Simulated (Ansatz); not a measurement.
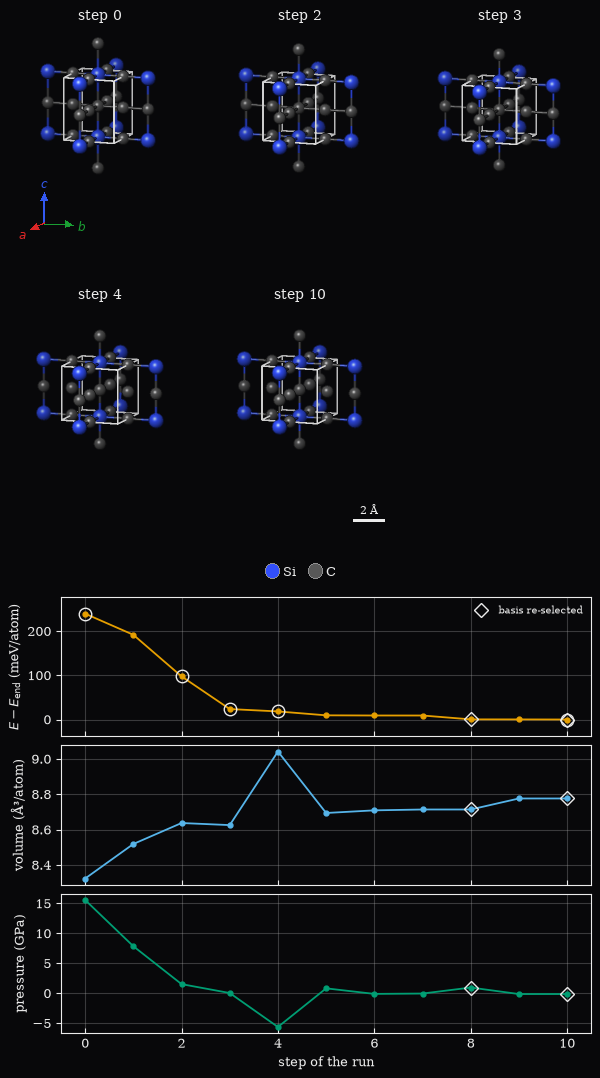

Frames of a relaxation of solid SiC5 (a generated structure, set up in P4/mmm) (coarse preliminary run), marked on the history of the run. The picture is a ball-and-stick view of the cell of the calculation, seen slightly off an axis.

Theory: Ansatz 0.2.0, DFT PBE, scalar-relativistic, plane waves, PAW. Settings: plane-wave cutoff 420 eV; k-point mesh 6 × 6 × 4; occupations gaussian; smearing width 0.1 eV; no spin polarisation; cell and atoms relaxed; force threshold 0.04 eV/Å; at most 70 steps.

Describe the path.

Answer. No atom moves by more than 0.005 Å relative to the cell. Cell: a = b 3.475 → 3.834 Å (+10.3 %), c 4.136 → 3.582 Å (−13.4 %). Volume +5.4 %. Some distances before and after: C–Si 2.068 → 1.791 Å, C–C 1.738 → 1.917 Å, C–Si 1.738 → 1.917 Å. The space group stays P4/mmm (No. 123). After 8 accepted moves (10 points after the start) the energy has fallen by 240 meV per atom. All forces vanish by symmetry, so only the cell relaxes. Pressure: 15.58 GPa at the start and −0.12 GPa at the end. At 2 points the geometry stayed and the basis and grid were re-selected for the new cell (energy shift of 8.7 meV per atom at most each time). From step 0 to 2: volume +3.8 %, energy −142 meV per atom. From step 2 to 3: volume −0.1 %, energy −74.0 meV per atom. From step 3 to 4: volume +4.8 %, energy −5.4 meV per atom. From step 4 to 10: volume −2.9 %, energy −18.3 meV per atom.

| step | E − E(0), meV/atom | pressure, GPa | volume, Å³/atom | note |
| --- | --- | --- | --- | --- |
| 0 | 0.00 | 15.58 | 8.324 |  |
| 1 | -47.81 | 7.86 | 8.519 |  |
| 2 | -141.96 | 1.53 | 8.638 |  |
| 3 | -215.92 | 0.05 | 8.626 |  |
| 4 | -221.28 | -5.62 | 9.042 |  |
| 5 | -230.12 | 0.83 | 8.694 |  |
| 6 | -230.50 | -0.10 | 8.709 |  |
| 7 | -230.52 | -0.04 | 8.714 |  |
| 8 | -239.26 | 0.96 | 8.714 | same geometry, new basis |
| 9 | -239.37 | -0.12 | 8.776 |  |
| 10 | -239.58 | -0.12 | 8.776 | same geometry, new basis |

Limits of the set-up: the k-point mesh is coarse for a cell with partly filled bands.
